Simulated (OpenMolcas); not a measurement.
# Multiconfigurational calculation for Ta³⁺ complex

- system: Ta³⁺ with 6 ligands (Br; octahedron, 2.63 Å), neutralised by 6 outer point charges of +0.5 e, whose field is part of the energies.
- method: state-averaged CASSCF, active space 2 electrons in the shell 5d, basis ANO-RCC-VTZP on the metal and ANO-RCC-VDZP on the ligands, DKH2 scalar Hamiltonian, spin-orbit coupling by RASSI with atomic mean-field integrals (OpenMolcas)

## Key numbers

| quantity | value |
| --- | --- |
| outcome | converged |
| energy of the lowest spin-free term | −31217.05277 hartree |
| energy of the lowest spin-orbit level | −31217.06252 hartree |
| largest spread among components of a term | 0.0 cm⁻¹ |
| hardware | 1 thread of Arm Neoverse V1, 24 GiB of memory available, shared host |
| wall time | 3.1 min |
| peak memory | 0.65 GiB |

## Remarks

Without dynamic correlation the splittings between terms come out too large, often by 20 to 50 %. To bear in mind: covalent bonds, ligand orbitals missing from the active space; distances are set from ionic radii, not optimised.

## Input
```
&GATEWAY
Coord
7

Ta 0.0 0.0 0.0
Br 2.630000 0.000000 0.000000
Br 0.000000 2.630000 0.000000
Br -2.630000 0.000000 0.000000
Br 0.000000 -2.630000 0.000000
Br 0.000000 0.000000 2.630000
Br 0.000000 0.000000 -2.630000
Basis=Ta.ANO-RCC-VTZP,Br.ANO-RCC-VDZP
Group=XYZ
NoMove
AngMom=0.0 0.0 0.0
AMFI
RICD
XField
3 Angstrom 0
5.430000 0.000000 0.000000 0.500000
0.000000 5.430000 0.000000 0.500000
0.000000 0.000000 5.430000 0.500000
&SEWARD
&RASSCF
FileOrb=start.orb
Symmetry=1
Spin=3
nActEl=2 0 0
Inactive=69 73
Ras2=5 0
CIRoot=10 10 1
SDav=10
CIMx=300
Iter=150 100
PrWF=0.3
OrbListing=Nothing
MaxOrb=1
LevShft=1.0
>>> COPY $Project.JobIph JOB001
&RASSCF
FileOrb=start.orb
Symmetry=1
Spin=1
nActEl=2 0 0
Inactive=69 73
Ras2=5 0
CIRoot=15 15 1
SDav=15
CIMx=300
Iter=150 100
PrWF=0.3
OrbListing=Nothing
MaxOrb=0
LevShft=1.0
>>> COPY $Project.JobIph JOB002
&RASSI
NrOfJobIphs=2 10 15
1 2 3 4 5 6 7 8 9 10
1 2 3 4 5 6 7 8 9 10 11 12 13 14 15
IphNames
JOB001
JOB002
EJob
SpinOrbit
DIPRint=1.0
SOCoupling=1000.0
Subsets=2
Property=9
'ANGMOM' 1 'ANGMOM' 2 'ANGMOM' 3 'MLTPL  1' 1 'MLTPL  1' 2 'MLTPL  1' 3
'AMFI' 1 'AMFI' 2 'AMFI' 3
SOProperty=3
'ANGMOM' 1 'ANGMOM' 2 'ANGMOM' 3
```

The file start.orb holds starting orbitals from an earlier step. A driver script formed the levels outside the program, from RASSI's spin-orbit matrix and the active-space energies, averaged over the components of each term or state.

Launched with:
```bash
OMP_NUM_THREADS=1 MOLCAS_MEM=2457 MOLCAS_PROJECT=a pymolcas a.inp > a.log  # once for each step of the input, in one work folder
```

## The program's output (extracts)
```
--- SEWARD ---
Basis set label: TA.ANO-RCC...8S7P5D3F2G1H.

      Electronic valence basis set:
      ------------------
      Associated Effective Charge  73.000000 au
      Associated Actual Charge     73.000000 au
      Nuclear Model: Point charge

      Shell  nPrim  nBasis  Cartesian Spherical Contaminant
         s      24       8        X
         p      21       7        X
         d      15       5                 X
         f      11       3                 X
         g       4       2                 X
         h       2       1                 X
                  Relativistic Douglas-Kroll-Hess integrals:
                    - DKH order of Hamiltonian: 2
                    - DKH order of Properties : 0
                  Atomic mean-field integrals
--- RASSCF ---
Wave function specifications:
      -----------------------------

      Number of closed shell electrons         284
      Number of electrons in active shells       2
      Max number of holes in RAS1 space          0
      Max nr of electrons in RAS3 space          0
      Number of inactive orbitals              142
      Number of active orbitals                  5
      Number of secondary orbitals             119
      Spin quantum number                      1.0
      State symmetry                             1
Orbital specifications:
      -----------------------

      Symmetry species                           1   2
                                                ag  au
      Frozen orbitals                            0   0
      Inactive orbitals                         69  73
      Active orbitals                            5   0
      RAS1 orbitals                              0   0
      RAS2 orbitals                              5   0
      RAS3 orbitals                              0   0
      Secondary orbitals                        58  61
      Deleted orbitals                           0   0
      Number of basis functions                132 134
      Number of CSFs                            10
      Number of root(s) required                10
      Iter CI   SX   CI       RASSCF       Energy    max ROT     max BLB   max BLB  Level Ln srch  Step   QN
          iter iter root      energy       change     param      element    value   shift minimum  type update
 Nr of preliminary CI iterations:   1
      Total energies have been shifted. Add               -31000.00 au
        1   1   19    0  -216.45975840    0.00E+00  -8.65E-02   64  72 1  1.94E-01*  0.83   0.00    SX    NO
        2   1   19    0  -216.84735685   -3.88E-01* -5.90E-02   64  72 1  1.23E-01*  0.77   0.00    SX    NO
        3   1   18    0  -216.94311189   -9.58E-02* -3.18E-02   64  72 1  6.91E-02*  0.80   0.00    SX    NO
        4   1   17    0  -216.96781964   -2.47E-02* -1.73E-02   13  77 2 -4.01E-02*  0.82   0.00    SX    NO
        5   1   17    0  -216.97640119   -8.58E-03* -2.55E-02   11  75 2  3.42E-02*  0.82   1.41    QN   YES
        6   1   15    0  -216.98242985   -6.03E-03*  8.46E-03   11  75 2  7.22E-03*  0.82   1.24    QN   YES
        7   1   15    0  -216.98303365   -6.04E-04*  3.58E-03   22  84 1 -2.34E-03*  0.82   1.44    LS   YES
        8   1   15    0  -216.98309452   -6.09E-05* -1.69E-03   22  84 1 -2.04E-03*  0.82   1.03    QN   YES
        9   1   14    0  -216.98317494   -8.04E-05* -1.10E-03   22  84 1 -8.96E-04*  0.82   1.66    LS   YES
       10   1   13    0  -216.98319007   -1.51E-05*  3.31E-04   64 130 1 -4.01E-04*  0.81   1.01    QN   YES
       11   1   12    0  -216.98319392   -3.85E-06*  2.60E-04   64 130 1 -2.06E-04*  0.81   1.79    LS   YES
       12   1   10    0  -216.98319483   -9.12E-07* -1.29E-04   19  83 2 -1.93E-04*  0.81   0.99    QN   YES
       13   1    9    0  -216.98319511   -2.80E-07* -8.39E-05   22  84 1 -7.65E-05   0.81   1.65    LS   YES
       14   1    9    0  -216.98319516   -5.11E-08* -6.74E-05   29 112 2  5.26E-05   0.81   1.01    QN   YES
       15   1    8    0  -216.98319521   -4.75E-08* -5.96E-05   25  70 1 -2.12E-05   0.81   1.88    LS   YES
       16   1    8    0  -216.98319522   -9.69E-09  -8.98E-06   15 105 1 -4.17E-05   0.81   0.82    QN   YES
      Convergence after 16 iterations
       17   1    8    0  -216.98319522   -5.91E-09  -8.98E-06   68 132 2 -1.01E-05   0.81   0.82    QN   YES
      Natural orbitals and occupation numbers for root  1
      sym 1:  -0.000000   0.978997   0.021003   0.021003   0.978997
      Natural orbitals and occupation numbers for root  2
      sym 1:   0.018147   0.981853  -0.000000   0.018147   0.981853
      Natural orbitals and occupation numbers for root  3
      sym 1:   0.018148   0.981852  -0.000000   0.981852   0.018148
::    RASSCF root number  1 Total energy: -31217.05276505
::    RASSCF root number  2 Total energy: -31217.05276505
::    RASSCF root number  3 Total energy: -31217.05276505
::    RASSCF root number  4 Total energy: -31216.97874821
::    RASSCF root number  5 Total energy: -31216.97874821
::    RASSCF root number  6 Total energy: -31216.97874821
::    RASSCF root number  7 Total energy: -31216.94628208
::    RASSCF root number  8 Total energy: -31216.94628208
::    RASSCF root number  9 Total energy: -31216.94628208
::    RASSCF root number 10 Total energy: -31216.89856621
--- RASSCF ---
Wave function specifications:
      -----------------------------

      Number of closed shell electrons         284
      Number of electrons in active shells       2
      Max number of holes in RAS1 space          0
      Max nr of electrons in RAS3 space          0
      Number of inactive orbitals              142
      Number of active orbitals                  5
      Number of secondary orbitals             119
      Spin quantum number                      0.0
      State symmetry                             1
Orbital specifications:
      -----------------------

      Symmetry species                           1   2
                                                ag  au
      Frozen orbitals                            0   0
      Inactive orbitals                         69  73
      Active orbitals                            5   0
      RAS1 orbitals                              0   0
      RAS2 orbitals                              5   0
      RAS3 orbitals                              0   0
      Secondary orbitals                        58  61
      Deleted orbitals                           0   0
      Number of basis functions                132 134
      Number of CSFs                            15
      Number of root(s) required                15
      Iter CI   SX   CI       RASSCF       Energy    max ROT     max BLB   max BLB  Level Ln srch  Step   QN
          iter iter root      energy       change     param      element    value   shift minimum  type update
 Nr of preliminary CI iterations:   1
      Total energies have been shifted. Add               -31000.00 au
        1   1   11    0  -216.94453107    0.00E+00  -7.64E-03   73  88 1 -3.80E-03*  0.81   0.00    SX    NO
        2   1   12    0  -216.94502644   -4.95E-04*  4.36E-03   63  72 1  3.44E-03*  0.81   0.00    SX    NO
        3   1   12    0  -216.94522626   -2.00E-04*  2.80E-03   63  72 1  2.50E-03*  0.81   0.00    SX    NO
        4   1   12    0  -216.94531602   -8.98E-05*  1.74E-03   63  72 1  1.86E-03*  0.81   0.00    SX    NO
        5   1   11    0  -216.94535776   -4.17E-05*  2.56E-03   63  72 1  1.28E-03*  0.81   2.50    LS   YES
        6   1   11    0  -216.94538882   -3.11E-05*  1.46E-03   58  77 2 -2.11E-03*  0.81   1.36    QN   YES
        7   1   11    0  -216.94539360   -4.78E-06*  3.22E-04   58  77 2  2.00E-03*  0.81   0.66    QN   YES
        8   1    9    0  -216.94539605   -2.45E-06*  1.49E-04   61  99 1  6.45E-05   0.81   1.04    QN   YES
        9   1    8    0  -216.94539620   -1.53E-07*  1.17E-04   55  75 2 -5.53E-05   0.81   1.79    LS   YES
       10   1    8    0  -216.94539625   -4.91E-08*  6.40E-05   55  75 2 -6.80E-05   0.81   1.30    QN   YES
       11   1    7    0  -216.94539627   -2.10E-08*  1.28E-05   55  75 2 -1.21E-05   0.81   1.14    QN   YES
       12   1    6    0  -216.94539627   -1.30E-09  -7.23E-06   63  72 1 -8.27E-06   0.81   2.50    QN   YES
      Convergence after 12 iterations
       13   1    6    0  -216.94539627   -8.91E-10  -7.23E-06   55  75 2  4.22E-06   0.81   2.50    QN   YES
      Natural orbitals and occupation numbers for root  1
      sym 1:   0.012974   0.990162   0.000000   0.984533   0.012331
      Natural orbitals and occupation numbers for root  2
      sym 1:   0.000000   0.975275   0.011306   0.999360   0.014059
      Natural orbitals and occupation numbers for root  3
      sym 1:   0.013005   0.000000   0.012472   0.984936   0.989586
::    RASSCF root number  1 Total energy: -31217.01407426
::    RASSCF root number  2 Total energy: -31217.01407426
::    RASSCF root number  3 Total energy: -31217.01407426
::    RASSCF root number  4 Total energy: -31217.01345294
::    RASSCF root number  5 Total energy: -31217.01345294
::    RASSCF root number  6 Total energy: -31216.96694285
::    RASSCF root number  7 Total energy: -31216.93922249
::    RASSCF root number  8 Total energy: -31216.93922249
::    RASSCF root number  9 Total energy: -31216.93922249
::    RASSCF root number 10 Total energy: -31216.93015960
::    RASSCF root number 11 Total energy: -31216.93015960
::    RASSCF root number 12 Total energy: -31216.93015960
::    RASSCF root number 13 Total energy: -31216.86042643
::    RASSCF root number 14 Total energy: -31216.86042643
::    RASSCF root number 15 Total energy: -31216.81587343
--- RASSI ---
SPIN-FREE ENERGIES:
  (Shifted by EMIN (a.u.) =     -31217.0527650481)

 SF State       Relative EMIN(au)   Rel lowest level(eV)    D:o, cm**(-1)

     1             0.0000000000        0.0000000000              0.0000
     2             0.0000000000        0.0000000000              0.0000
     3             0.0000000000        0.0000000000              0.0000
    11             0.0386907842        1.0528298727           8491.6456
    12             0.0386907842        1.0528298727           8491.6456
    13             0.0386907849        1.0528298932           8491.6458
    14             0.0393121052        1.0697368781           8628.0098
    15             0.0393121059        1.0697368980           8628.0100
     4             0.0740168351        2.0141006886          16244.8176
     5             0.0740168351        2.0141006886          16244.8176
     6             0.0740168351        2.0141006886          16244.8176
    16             0.0858221975        2.3353409654          18835.7952
     7             0.1064829637        2.8975490546          23370.3092
     8             0.1064829637        2.8975490546          23370.3092
     9             0.1064829643        2.8975490691          23370.3093
    17             0.1135425588        3.0896504221          24919.7112
    18             0.1135425588        3.0896504221          24919.7112
    19             0.1135425601        3.0896504577          24919.7115
    20             0.1226054521        3.3362643125          26908.7864
    21             0.1226054526        3.3362643263          26908.7865
    22             0.1226054526        3.3362643263          26908.7865
    10             0.1541988369        4.1959641089          33842.7329
    23             0.1923386178        5.2338004181          42213.4472
    24             0.1923386197        5.2338004705          42213.4477
    25             0.2368916177        6.4461493088          51991.7005
     Dipole printing threshold changed to   1.00000000E+00
Eigenvalues of complex Hamiltonian:
   -----------------------------------
  (Shifted by EMIN (a.u.) =     -31217.0527650481)

 SO State       Relative EMIN(au)   Rel lowest level(eV)    D:o, cm**(-1)

     1            -0.0097540785        0.0000000000              0.0000
     2            -0.0097540785        0.0000000007              0.0000
     3            -0.0085651166        0.0323533021            260.9470
     4            -0.0085651167        0.0323533008            260.9470
     5            -0.0085651165        0.0323533042            260.9470
     6             0.0044503661        0.3865226300           3117.5153
     7             0.0044503661        0.3865226297           3117.5153
     8             0.0044503661        0.3865226305           3117.5153
     9             0.0091209362        0.5136153171           4142.5869
    10             0.0363319913        1.2540658476          10114.7232
    11             0.0363319913        1.2540658458          10114.7232
    12             0.0363319919        1.2540658640          10114.7233
    13             0.0390556933        1.3281815541          10712.5067
    14             0.0390556940        1.3281815727          10712.5068
    15             0.0693969807        2.1538100453          17371.6496
    16             0.0730484178        2.2531707105          18173.0474
    17             0.0730484178        2.2531707088          18173.0474
    18             0.0730484179        2.2531707113          18173.0474
    19             0.0760986151        2.3361708069          18842.4883
    20             0.0760986151        2.3361708056          18842.4883
    21             0.0760986151        2.3361708059          18842.4883
    22             0.0769161680        2.3584175540          19021.9204
    23             0.0769161680        2.3584175549          19021.9204
    24             0.0824417404        2.5087760381          20234.6434
    25             0.1030540440        3.0696653938          24758.5211
    26             0.1030540442        3.0696653999          24758.5212
    27             0.1030540442        3.0696653998          24758.5212
    28             0.1031332616        3.0718210140          24775.9074
    29             0.1052873695        3.1304372771          25248.6794
    30             0.1052873694        3.1304372754          25248.6794
    31             0.1052873701        3.1304372929          25248.6795
    32             0.1115878875        3.3018831044          26631.4833
    33             0.1115878878        3.3018831145          26631.4833
    34             0.1186362494        3.4936788025          28178.4199
    35             0.1186362495        3.4936788063          28178.4199
    36             0.1186362503        3.4936788281          28178.4201
    37             0.1241220801        3.6429558626          29382.4206
    38             0.1241220806        3.6429558759          29382.4207
    39             0.1241220806        3.6429558759          29382.4207
    40             0.1575732131        4.5532075612          36724.0956
    41             0.1575732130        4.5532075597          36724.0956
Weights of the five most important spin-orbit-free states for each spin-orbit state.

 SO State  Total energy (au)           Spin-free states, spin, and weights
 -------------------------------------------------------------------------------------------------------
    1        -0.009754       3 1.0  0.5913    2 1.0  0.2746    1 1.0  0.0737   14 0.0  0.0308    4 1.0  0.0157
    2        -0.009754       1 1.0  0.5527    2 1.0  0.3518    3 1.0  0.0351   15 0.0  0.0308    5 1.0  0.0153
    3        -0.008565       3 1.0  0.4763    2 1.0  0.4762   11 0.0  0.0258    6 1.0  0.0077    5 1.0  0.0077
    4        -0.008565       1 1.0  0.4762    3 1.0  0.4526   12 0.0  0.0257    2 1.0  0.0238    4 1.0  0.0077
    5        -0.008565       1 1.0  0.4763    2 1.0  0.4526   13 0.0  0.0259    3 1.0  0.0237    4 1.0  0.0077
    6         0.004450       2 1.0  0.4927    3 1.0  0.4927    6 1.0  0.0057    5 1.0  0.0056   21 0.0  0.0024
    7         0.004450       1 1.0  0.4927    3 1.0  0.4731    2 1.0  0.0196    4 1.0  0.0056    5 1.0  0.0046
    8         0.004450       1 1.0  0.4927    2 1.0  0.4731    3 1.0  0.0196    4 1.0  0.0057    6 1.0  0.0046
    9         0.009121       2 1.0  0.3227    3 1.0  0.3227    1 1.0  0.3227   16 0.0  0.0240    7 1.0  0.0026
   10         0.036332      12 0.0  0.8840    4 1.0  0.0308    5 1.0  0.0264    1 1.0  0.0174    3 1.0  0.0170
   11         0.036332      11 0.0  0.8841    5 1.0  0.0309    6 1.0  0.0308    2 1.0  0.0174    3 1.0  0.0174
   12         0.036332      13 0.0  0.8928    4 1.0  0.0309    6 1.0  0.0264    1 1.0  0.0174    2 1.0  0.0170
```

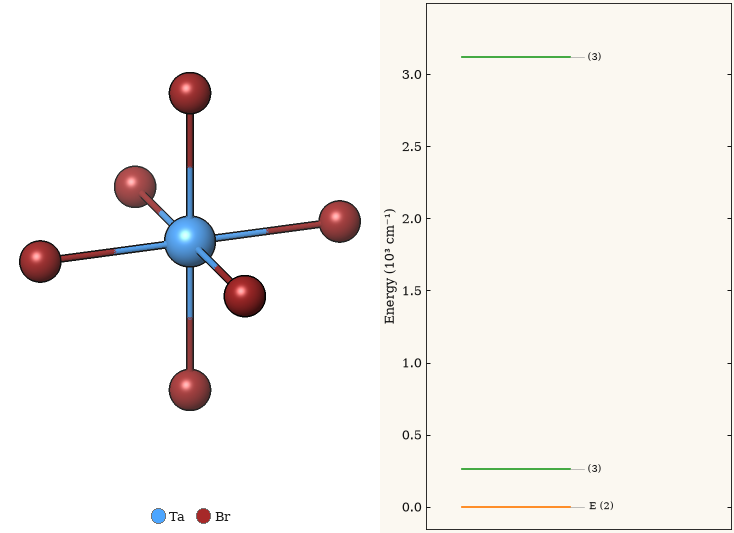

*Ta³⁺ (5d²) with 6 ligands, Br⁻, at 2.63 Å (arrangement: octahedron, Oh), neutralised by outer point charges of +0.5 e, and its levels. Labels give the representation in O, Td, D4 or D3 as the site allows (double group for half-integer spin) where it could be assigned and, in brackets, the degeneracy; spin-free states, where drawn, share the zero of the spin-orbit levels.*

The ground level is E, doubly degenerate, 97 % from states of spin multiplicity 3. Its principal g values are all close to zero. The next level lies at 261 cm⁻¹. The active orbitals hold 75 to 90 % metal character (Löwdin), and the Mulliken charge of the metal is +1.33.
